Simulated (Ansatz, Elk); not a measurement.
# How far do independent atoms describe K3F?

The structure of K3F used here is made up (a known structure type with other elements) and was relaxed beforehand with r2SCAN. The aim is the Fourier transform of its all-electron density, F(hkl), set beside the sum over free spherical atoms that refinements use.

Program: Elk 11.2.3 (patched build). Level of theory: DFT, PBE, all-electron APW+lo, Dirac cores, scalar-relativistic bands, static density, no spin. Results are calculated unless marked as measured.

The structure was built from a prototype and need not be the compound's stable phase.

### Step 1. Set-up

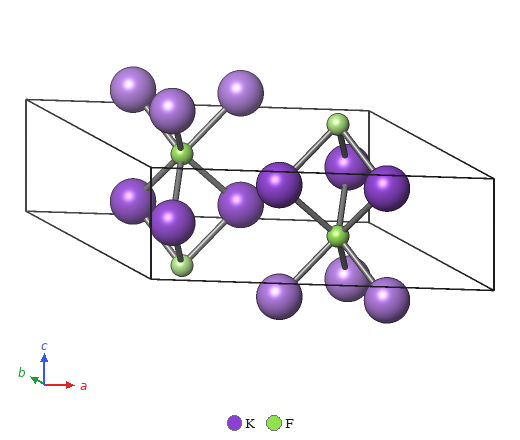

The starting structure, seen slightly off an axis (potassium purple, fluorine green). Some periodic images of atoms are drawn too.

### Step 2. Ground state and structure factors

An all-electron density is needed, since X-rays see the cores too. Task 0 finds the density and task 195 Fourier-transforms it; tshift is off so that phases refer to the origin typed.

File elk.in:

```
tasks
  0
  195

xctype
  20

spinpol
  .false.

rgkmax
  7.0

gmaxvr
  14.0

lmaxo
  7

lmaxapw
  8

swidth
  0.002

tshift
  .false.

ramdisk
  .false.

hmaxvr
  5.5

maxscl
  120

epspot
  1e-06

sppath
  './'

avec
  21.10810950526 0.00000000000 -0.00000000000
  -10.55405475263 18.28015905742 0.00000000000
  0.00000000000 -0.00000000000 6.94908146149

atoms
  2
  'K.in'
  6
  0.2286886584 0.4573773168 0.2500000000   0.000000 0.000000 0.000000
  0.2286886584 0.7713113416 0.2500000000   0.000000 0.000000 0.000000
  0.5426226832 0.7713113416 0.2500000000   0.000000 0.000000 0.000000
  0.7713113416 0.5426226832 0.7500000000   0.000000 0.000000 0.000000
  0.7713113416 0.2286886584 0.7500000000   0.000000 0.000000 0.000000
  0.4573773168 0.2286886584 0.7500000000   0.000000 0.000000 0.000000
  'F.in'
  2
  0.3333333333 0.6666666667 0.7500000000   0.000000 0.000000 0.000000
  0.6666666667 0.3333333333 0.2500000000   0.000000 0.000000 0.000000

ngridk
  3 3 6
```

Run with:

```bash
OMP_NUM_THREADS=4 elk
```

Numbers of over 12 decimals in the logs are rounded to 6 here.

The program printed:

```text
┌─────────────────────────┐
│ Elk code version 11.2.3 │
└─────────────────────────┘

All units are atomic (Hartree, Bohr, etc.)

┌─────────────────────────────────────────────────┐
│ Ground-state run starting from atomic densities │
└─────────────────────────────────────────────────┘

Lattice vectors :
   21.10810951       0.000000000      -0.000000000
  -10.55405475       18.28015906       0.000000000
   0.000000000      -0.000000000       6.949081461

Reciprocal lattice vectors :
  0.2976668899      0.1718580590       0.000000000
   0.000000000      0.3437161180       0.000000000
   0.000000000       0.000000000      0.9041749391

Unit cell volume      :    2681.369787
Brillouin zone volume :   0.9250876721E-01

Muffin-tin inner radius fraction :   0.1000000000E-01

Nuclei treated as point charges

Species : 1 (K)
 parameters loaded from : K.in
 name : potassium
 nuclear charge    :   -19.00000000
 electronic charge :    19.00000000
 atomic mass :    71271.84090
 muffin-tin radius :    2.400000000
 number of radial points in muffin-tin :    993
 inner part over the whole radius :   0.9891652203E-02
 number on inner part of muffin-tin    :    697
 approximate nuclear radius :   0.6514746337E-04
 number of mesh points to nuclear radius :    319
 atomic positions (lattice), magnetic fields (Cartesian) :
  1 :   0.22868866  0.45737732  0.25000000    0.00000000  0.00000000  0.00000000
  2 :   0.22868866 -0.22868866  0.25000000    0.00000000  0.00000000  0.00000000
  3 :  -0.45737732 -0.22868866  0.25000000    0.00000000  0.00000000  0.00000000
  4 :  -0.22868866 -0.45737732 -0.25000000    0.00000000  0.00000000  0.00000000
  5 :  -0.22868866  0.22868866 -0.25000000    0.00000000  0.00000000  0.00000000
  6 :   0.45737732  0.22868866 -0.25000000    0.00000000  0.00000000  0.00000000

Species : 2 (F)
 parameters loaded from : F.in
 name : fluorine
 nuclear charge    :   -9.000000000
 electronic charge :    9.000000000
 atomic mass :    34631.97045
 muffin-tin radius :    2.000000000
 number of radial points in muffin-tin :    593
 inner part over the whole radius :   0.9949055222E-02
 number on inner part of muffin-tin    :    410
 approximate nuclear radius :   0.5278478738E-04
 number of mesh points to nuclear radius :    175
 atomic positions (lattice), magnetic fields (Cartesian) :
  1 :   0.33333333 -0.33333333 -0.25000000    0.00000000  0.00000000  0.00000000
  2 :  -0.33333333  0.33333333  0.25000000    0.00000000  0.00000000  0.00000000

Total number of atoms per unit cell :    8
Total muffin-tin volume :    414.4556580
 ratio of muffin-tin to unit cell volume :   0.1545686313

Spin treatment :
 spin-unpolarised

Number of Bravais lattice symmetries :   24
Number of crystal symmetries         :   24
Crystal has inversion symmetry
Real symmetric eigensolver will be used

k-point grid :      3     3     6
k-point offset :    0.000000000       0.000000000       0.000000000
k-point set is reduced with full crystal symmetry group
Total number of k-points :       12

Muffin-tin radius times maximum |G+k| :    7.000000000
 using average radius
Maximum |G+k| for APW functions       :    3.043478261
Maximum (1/2)|G+k|²                   :    4.631379962
Maximum |G| for potential and density :    14.00000000
Constant for pseudocharge density :    8
 order of it for each species :   15  15
 order of it for pair densities of each species (exact exchange by exxq0 0: 16) :   11   6
Radial integration step length :    1

G-vector grid sizes :     96    96    32
Number of G-vectors :   124405

Maximum angular momentum used for
 APW functions            :    8
 outer part of muffin-tin :    7
 inner part of muffin-tin :    2

Total nuclear charge    :   -132.0000000
Total core charge       :    64.00000000
Total valence charge    :    68.00000000
Total excess charge     :    0.000000000
Total electronic charge :    132.0000000

Effective Wigner radius, rₛ :    1.692640483

Number of empty states         :     32
[...]
electron-nuclear            :     -8449.8830046167
 Hartree                     :      1353.0531286221
 Madelung                    :     -4556.8333165863
 xc potential                :     -302.70982298004
 exchange                    :     -216.92363983882
 correlation                 :     -5.146350
 electron entropic           :    -0.96066359168135E-03
 total energy                :     -3813.4798645387

Density of states at Fermi energy :    67.44035916
 (states/Hartree/unit cell)

Estimated indirect band gap :   0.7961934621E-02
 from k-point 1 to k-point 8
Estimated direct band gap   :   0.8687885075E-02
 at k-point 1

Charges :
 core                        :    64.00000000
 valence                     :    68.00000000
 interstitial                :    8.100433860
 muffin-tins (core leakage)
  species : 1 (K)
[...]
species : 2 (F)
[...]
total in muffin-tins        :    123.8995661
 total calculated charge     :    131.9998483
 total charge                :    132.0000000
 error                       :   0.1516714208E-03

RMS change in Kohn-Sham potential (target) :   0.6721916440     (  0.1000000000E-05)
Absolute change in total energy (target)   :   0.6889745565E-01 (  0.1000000000E-03)

[... loops 3 to 15 left out ...]

┌──────────────────┐
│ Loop number : 16 │
└──────────────────┘

Energies :
 Fermi                       :     0.46057075841210E-01
 sum of occupied eigenvalues :     -2203.8459113314
 electron kinetic            :      3837.3716653989
 core electron kinetic       :      3576.8917856489
 Coulomb                     :     -7428.6029167043
 Coulomb potential           :     -5754.8091865003
 nuclear-nuclear             :     -335.55294166235
 electron-nuclear            :     -8438.5404583821
 Hartree                     :      1345.4904833401
 Madelung                    :     -4551.1983234542
 xc potential                :     -286.40839023007
 exchange                    :     -216.32762507501
 correlation                 :     -5.141018
 electron entropic           :    -0.14049648758428E-02
 total energy                :     -3812.7012990120

Density of states at Fermi energy :    104.2963237
 (states/Hartree/unit cell)

Estimated indirect band gap :   0.3336524722E-02
 from k-point 4 to k-point 9
Estimated direct band gap   :   0.5628839721E-02
 at k-point 4

Charges :
 core                        :    64.00000000
 valence                     :    68.00000000
 interstitial                :    8.503083929
 muffin-tins (core leakage)
  species : 1 (K)
[...]
species : 2 (F)
[...]
total in muffin-tins        :    123.4969161
 total calculated charge     :    131.9998479
 total charge                :    132.0000000
 error                       :   0.1520550839E-03

RMS change in Kohn-Sham potential (target) :   0.2777237139E-06 (  0.1000000000E-05)
Absolute change in total energy (target)   :   0.4289024082E-04 (  0.1000000000E-03)

Convergence targets achieved

┌──────────────────┐
│ Loop number : 17 │
└──────────────────┘

Energies :
 Fermi                       :     0.46057174411371E-01
 sum of occupied eigenvalues :     -2203.8458851374
 electron kinetic            :      3837.3716913186
 core electron kinetic       :      3576.8917982969
 Coulomb                     :     -7428.6029146570
 Coulomb potential           :     -5754.8091886133
 nuclear-nuclear             :     -335.55294166235
 electron-nuclear            :     -8438.5404520488
 Hartree                     :      1345.4904790542
 Madelung                    :     -4551.1983203503
 xc potential                :     -286.40838784263
 exchange                    :     -216.32762471025
 correlation                 :     -5.141018
 electron entropic           :    -0.14049665836193E-02
 total energy                :     -3812.7012706547

Density of states at Fermi energy :    104.2965436
 (states/Hartree/unit cell)

Estimated indirect band gap :   0.3336497450E-02
 from k-point 4 to k-point 9
Estimated direct band gap   :   0.5628721943E-02
 at k-point 4

Charges :
 core                        :    64.00000000
 valence                     :    68.00000000
 interstitial                :    8.503084500
 muffin-tins (core leakage)
  species : 1 (K)
[...]
atom 6                    :    17.58948301     ( -0.1017553171E-06)
  species : 2 (F)
   atom 1                    :    8.980008717     ( -0.2954232348E-06)
   atom 2                    :    8.980008717     ( -0.2954232348E-06)
 total in muffin-tins        :    123.4969155
 total calculated charge     :    131.9998479
 total charge                :    132.0000000
 error                       :   0.1520551371E-03

┌──────────────────────────────┐
│ Self-consistent loop stopped │
└──────────────────────────────┘

Wrote STATE.OUT
```

It took 94 s on 4 threads of INTEL XEON PLATINUM 8581C at 2.10GHz (Emerald Rapids), shared host; peak memory 0.67 GiB.

SFACRHO.OUT:

```text

h k l indices transformed by vhmat matrix:
   1.000000000       0.000000000       0.000000000    
   0.000000000       1.000000000       0.000000000    
   0.000000000       0.000000000       1.000000000    

      h      k      l  multipl.   |H|            Re(F)            Im(F)           |F|

      0      0      0      1   0.0000000       132.00000      0.29062206E-15   132.00000    
      1      0      0      6  0.34371612      -34.361819      0.93028702E-14   34.361819    
     -1     -1      0      6  0.59533378       24.815692     -0.28684937E-14   24.815692    
     -2      0      0      6  0.68743224      -43.967503      0.50002928E-13   43.967503    
      0      0      1      2  0.90417494      0.76748855E-14 -0.58142939E-14  0.96285970E-14
     -1     -2      0     12  0.90938737       42.361629      0.24420034E-13   42.361629    
      1     -1      1      6  0.96730196       39.051251      0.11047158E-13   39.051251    
      0     -1      1      6  0.96730196      -39.051251     -0.25582893E-13   39.051251    
      3     -3      0      6   1.0311484      -28.910440     -0.91496417E-13   28.910440    
      2     -1      1     12   1.0825685     -0.87636862E-08  0.22094317E-13  0.87636862E-08
      2     -2      1      6   1.1358237       43.389200      0.17442882E-13   43.389200    
     -2      0     -1      6   1.1358237      -43.389200     -0.52328645E-14   43.389200    
     -2     -2      0      6   1.1906676       3.4977713     -0.62226081E-14   3.4977713    
      4     -3      0     12   1.2392861      -39.774574     -0.77911538E-13   39.774574    
      1      2     -1     12   1.2823875       20.677468      0.16861452E-13   20.677468    
     -1      3      1     12   1.2823875      -20.677468      0.58142939E-15   20.677468    
     -3      3      1      6   1.3714223       69.472101     -0.84888691E-13   69.472101    
      0     -3     -1      6   1.3714223      -69.472101     -0.46514351E-13   69.472101
```

Elk indexes on the primitive cell of elk.in and gives |H| = 4π sin θ/λ in inverse bohr. Below, one row stands for each form hkl of the conventional cell (m members, Friedel mates merged), F is for one primitive cell and the density is static (no thermal factor). Free-atom factors are Waasmaier and Kirfel's, and R is Σm||F|−|F'||/Σm|F|.

| hkl | m | sin θ/λ (Å⁻¹) | abs F, DFT | neutral atoms | diff. |
| --- | --- | --- | --- | --- | --- |
| 100 | 6 | 0.052 | 34.362 | 34.131 | +0.231 |
| 110 | 6 | 0.089 | 24.816 | 24.297 | +0.518 |
| 200 | 6 | 0.103 | 43.968 | 43.808 | +0.160 |
| 001 | 2 | 0.136 | 0.000 | 0.000 | +0.000 |
| 210 | 12 | 0.137 | 42.362 | 42.721 | -0.359 |
| 101 | 12 | 0.145 | 39.051 | 39.611 | -0.560 |
| 300 | 6 | 0.155 | 28.910 | 29.604 | -0.694 |
| 111 | 12 | 0.163 | 0.000 | 0.000 | +0.000 |
| 201 | 12 | 0.171 | 43.389 | 42.877 | +0.512 |
| 220 | 6 | 0.179 | 3.498 | 2.983 | +0.515 |
| 310 | 12 | 0.186 | 39.775 | 39.459 | +0.316 |
| 211 | 24 | 0.193 | 20.677 | 20.297 | +0.381 |
| 301 | 12 | 0.206 | 69.472 | 69.330 | +0.142 |
| 400 | 6 | 0.207 | 52.804 | 52.880 | -0.076 |
| 221 | 12 | 0.225 | 0.000 | 0.000 | +0.000 |
| 320 | 12 | 0.225 | 11.453 | 11.289 | +0.164 |
| 311 | 24 | 0.231 | 53.021 | 52.753 | +0.267 |
| 410 | 12 | 0.237 | 8.523 | 8.319 | +0.205 |
| 401 | 12 | 0.247 | 13.887 | 13.735 | +0.152 |
| 500 | 6 | 0.258 | 18.671 | 18.640 | +0.031 |
| 321 | 24 | 0.263 | 20.636 | 20.657 | -0.022 |
| 330 | 6 | 0.269 | 78.809 | 78.572 | +0.237 |

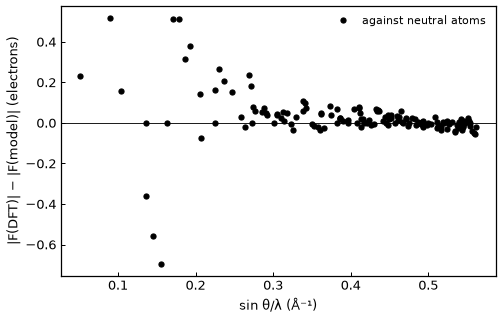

Difference between the calculated structure factors and the independent-atom ones.

### Step 3. The highest occupied states alone

An energy window below the Fermi level keeps the highest occupied states, to see at which angles they scatter; shallow core shells can lie inside it and anion s states outside. No new self-consistency is needed.

Edit elk.in of step 2 so:

```diff
@@ -1,3 +1,2 @@
 tasks
-  0
   195
@@ -40,2 +39,5 @@
 
+wsfac
+  -0.394930 0.346060
+
 sppath
```

Run with:

```bash
OMP_NUM_THREADS=4 elk
```

The program printed:

```text
┌─────────────────────────────────┐
│ Elk code version 11.2.3 started │
└─────────────────────────────────┘

Info(readinput): the functional depends on the density's gradient
 muffin-tin radial points multiplied by    2.00000
 (not where nrmtscf is given)

┌────────────────────┐
│ Current task : 195 │
└────────────────────┘

Info(sfacrho): density structure factors written to SFACRHO.OUT

 Energy window :  -0.3949300000      0.3460600000

┌──────────────────┐
│ Elk code stopped │
└──────────────────┘
```

It took 31 s on 4 threads; peak memory 0.33 GiB.

States within 12 eV below the Fermi level hold 16.00 electrons; any levels below the window count with the cores. Their amplitudes can exceed the total, where window and core parts have opposite phase:

| hkl | sin θ/λ (Å⁻¹) | abs F, window | abs F, all |
| --- | --- | --- | --- |
| 100 | 0.052 | 5.832 | 34.362 |
| 110 | 0.089 | 9.718 | 24.816 |
| 200 | 0.103 | 4.740 | 43.968 |
| 001 | 0.136 | 0.000 | 0.000 |
| 210 | 0.137 | 4.501 | 42.362 |
| 101 | 0.145 | 7.548 | 39.051 |
| 300 | 0.155 | 8.521 | 28.910 |
| 111 | 0.163 | 0.000 | 0.000 |
| 201 | 0.171 | 6.902 | 43.389 |
| 220 | 0.179 | 7.718 | 3.498 |

### Step 4. Another functional

The difference from free atoms is small, so it is set against the change that PBEsol makes.

Edit elk.in of step 3 so:

```diff
@@ -1,2 +1,3 @@
 tasks
+  0
   195
@@ -4,3 +5,3 @@
 xctype
-  20
+  22
 
@@ -39,5 +40,2 @@
 
-wsfac
-  -0.394930 0.346060
-
 sppath
```

Run with:

```bash
OMP_NUM_THREADS=4 elk
```

The program printed:

```text
┌─────────────────────────┐
│ Elk code version 11.2.3 │
└─────────────────────────┘

All units are atomic (Hartree, Bohr, etc.)

┌─────────────────────────────────────────────────┐
│ Ground-state run starting from atomic densities │
└─────────────────────────────────────────────────┘

Lattice vectors :
   21.10810951       0.000000000      -0.000000000
  -10.55405475       18.28015906       0.000000000
   0.000000000      -0.000000000       6.949081461

Reciprocal lattice vectors :
  0.2976668899      0.1718580590       0.000000000
[...]
valence                     :    68.00000000
 interstitial                :    8.554726683
 muffin-tins (core leakage)
  species : 1 (K)
[...]
species : 2 (F)
   atom 1                    :    8.966446098     ( -0.2954215654E-06)
   atom 2                    :    8.966446098     ( -0.2954215654E-06)
 total in muffin-tins        :    123.4452733
 total calculated charge     :    131.9998467
 total charge                :    132.0000000
 error                       :   0.1532535091E-03

┌──────────────────────────────┐
│ Self-consistent loop stopped │
└──────────────────────────────┘

Wrote STATE.OUT
[key lines of the parts left out:]
total energy                :     -3807.3227582096
```

Elapsed: 94 s, on 4 threads; peak memory 0.64 GiB; 3.9 min of CPU time.

Against the first run R = 0.05 %; the largest change is -0.063 at 002.

### Step 5. A coarser k-mesh

About half the k-points along each axis test the sampling.

Edit elk.in of step 4 so:

```diff
@@ -5,3 +5,3 @@
 xctype
-  22
+  20
 
@@ -64,2 +64,2 @@
 ngridk
-  3 3 6
+  2 2 3
```

Run with:

```bash
OMP_NUM_THREADS=4 elk
```

The program printed:

```text
┌─────────────────────────┐
│ Elk code version 11.2.3 │
└─────────────────────────┘

All units are atomic (Hartree, Bohr, etc.)

┌─────────────────────────────────────────────────┐
│ Ground-state run starting from atomic densities │
└─────────────────────────────────────────────────┘

Lattice vectors :
   21.10810951       0.000000000      -0.000000000
  -10.55405475       18.28015906       0.000000000
   0.000000000      -0.000000000       6.949081461

Reciprocal lattice vectors :
  0.2976668899      0.1718580590       0.000000000
[...]
valence                     :    68.00000000
 interstitial                :    8.500363944
 muffin-tins (core leakage)
  species : 1 (K)
[...]
species : 2 (F)
   atom 1                    :    8.979694523     ( -0.2954231060E-06)
   atom 2                    :    8.979694523     ( -0.2954231060E-06)
 total in muffin-tins        :    123.4996361
 total calculated charge     :    131.9998514
 total charge                :    132.0000000
 error                       :   0.1485782634E-03

┌──────────────────────────────┐
│ Self-consistent loop stopped │
└──────────────────────────────┘

Wrote STATE.OUT
[key lines of the parts left out:]
total energy                :     -3812.6916129883
```

Run time: 64 s. Hardware: 4 threads; peak memory 0.61 GiB; 1.9 min of CPU time.

Against the first run R = 0.00 %; the largest change is +0.015 at 200.

### Step 6. Settings against the effect

| run | R against the first run (%) | R against neutral atoms, low angle (%) | wall time |
| --- | --- | --- | --- |
| PBE, rgkmax 7 | 0.00 | 0.69 | 94 s |
| PBEsol | 0.05 | 0.62 | 94 s |
| k-mesh 2×2×3 | 0.00 | 0.69 | 64 s |

### Step 7. Results

* R against neutral atoms, sin θ/λ < 0.3 Å⁻¹: 0.69 %
* R against neutral atoms, 0.3 to 0.56 Å⁻¹: 0.13 %

**Reading.** Independent neutral atoms miss the calculated amplitudes by R = 0.69 % below 0.3 Å⁻¹ and 0.13 % from there to 0.56 Å⁻¹; by shells, 1.03 % below 0.15 Å⁻¹ (5 forms), 0.62 % 0.15 to 0.3 (22 forms), 0.16 % 0.3 to 0.45 (50 forms), 0.10 % above 0.45 (60 forms). Bonding, aspherical density and the tables' own atoms all enter these figures, and the runs don't part them. The largest change of an amplitude is -0.69 electrons, at 300. Weak lines can change much in proportion: 220 goes from 2.98 to 3.50. The window's part falls from 16.0 electrons at the origin to at most 1.93 between 0.45 and 0.56 Å⁻¹, where compact states inside the window still scatter. Below 0.3 Å⁻¹ the changes that finished (PBEsol and k-mesh 2×2×3) move F by R = 0.08 % at most, against the 0.69 % that separates it from free atoms. The basis has no finished test. Part of the difference isn't bonding: the tables are fits to free atoms and ions calculated by other methods than this functional. Thermal motion, anomalous dispersion and extinction are left out.

[Logs are printed without paths, hosts, clocks, repeated set-up lines and the standing remarks that a program may print on its own settings, such as how far it seeks lower states.]

[Hosts, paths, dates, database ids (printed as entryN), source tags and the programs' standing remarks are cut or masked in the printed files.]
